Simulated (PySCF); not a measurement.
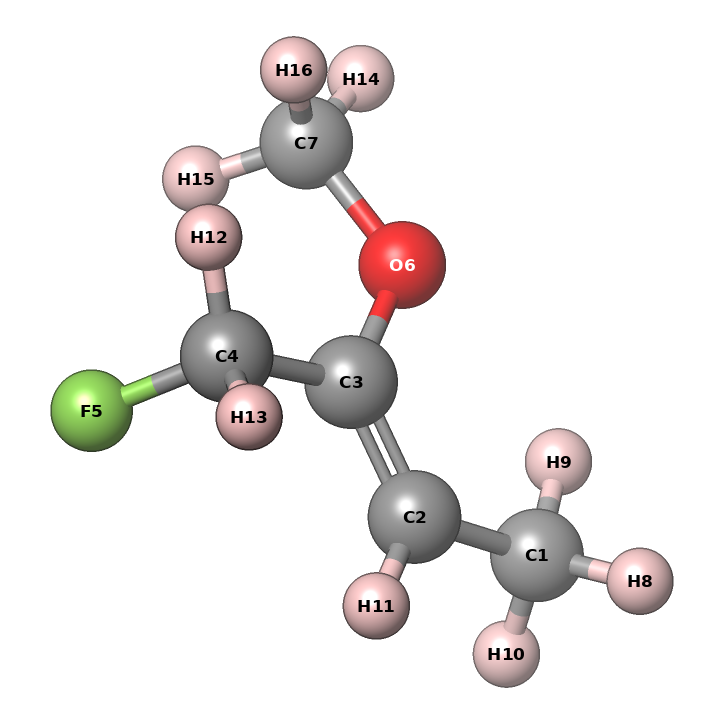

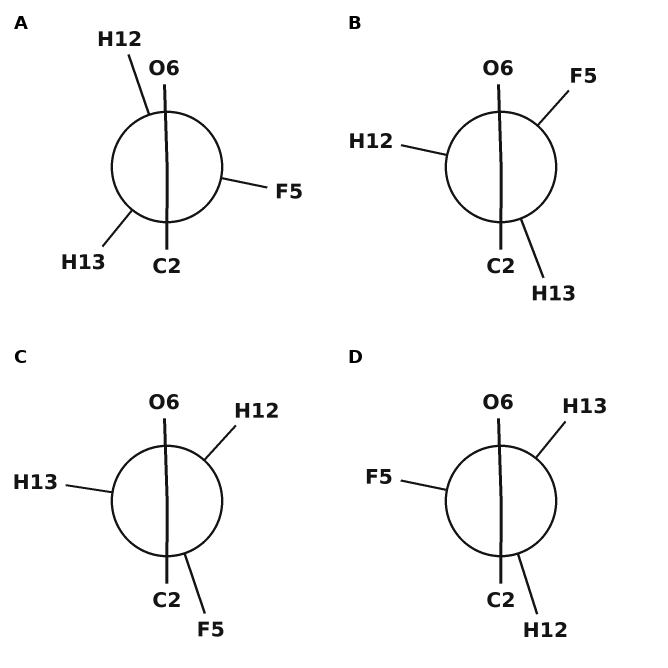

Distant atoms are faded towards the background colour. Bonds that would overlap in a projection are set slightly apart. Geometry: an image of a reaction path computed with GFN2-xTB, not a minimum.

Q: Which Newman projection shows the view along C3–C4, with C3 in front?

A: A. The torsion angle O6–C3–C4–F5 is 103°, anticlinal.
